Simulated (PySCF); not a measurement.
## Electronic structure of C₃H₆B (doublet) in real space

```xyz
10

B     1.9924    0.0165    0.0915
C     0.6270   -0.6192    0.4867
C    -0.4747   -0.1224   -0.4019
C    -1.4212    0.7182   -0.0186
H     2.2898    0.4837   -0.9320
H     0.3487   -0.4700    1.5333
H     0.7347   -1.7018    0.3499
H    -0.4284   -0.4569   -1.4301
H    -1.4879    1.0720    0.9977
H    -2.1713    1.0844   -0.6990
```

Geometry: GFN2-xTB.

Level of theory: UKS B3LYP, pcH-1 on B C H, non-relativistic, mean-field spin-orbit, GIAO in PySCF 2.14.0, density-fitted response routines.

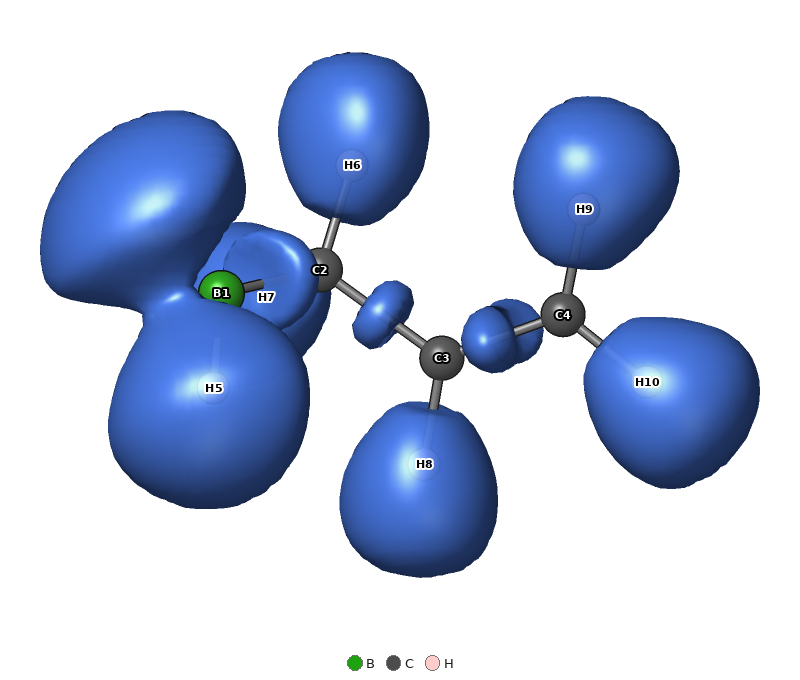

Figure 1. Isosurface of the ELF at 0.85 (blue), seen at a tilt. Only the valence region is drawn (cores and ρ < 0.01 e/Å³ removed).

Describe the localisation domains.

Answer. At this value the surface marks out one region between bonded B–C atoms (shared pairs), two regions between bonded C–C atoms (shared pairs), five regions around hydrogen nuclei and one joined region spread over several atoms (B, H), in which their bonds and any lone pairs are merged.


C–C (1.32 Å): the ELF peaks at about 0.95 between the atoms (a short, multiple covalent bond). C–B (1.56 Å): the ELF peaks at about 0.95 between the atoms: a shared electron pair.

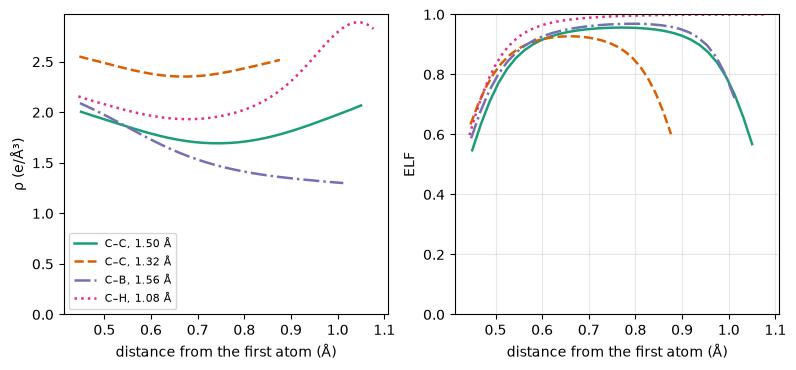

Figure 2. Total electron density and electron localisation function along straight lines between neighbouring atoms. The curves leave out the atomic cores.

What can be read from the curves?

Answer. C–C (1.50 Å): ρ at the midpoint is about 1.7 e/Å³; the ELF peaks at about 0.95 between the atoms; localised, covalent bonding.
C–C (1.32 Å): ρ is about 2.4 e/Å³ halfway; the ELF peaks at about 0.95 between the atoms; a short, multiple covalent bond.
C–B (1.56 Å): ρ at the midpoint is about 1.4 e/Å³; the ELF peaks at about 0.95 between the atoms (a shared electron pair).
C–H (1.08 Å): ρ at the midpoint is about 2 e/Å³; the ELF climbs to about 1 towards the hydrogen, as it does in any bond to H (a covalent bond by its length).
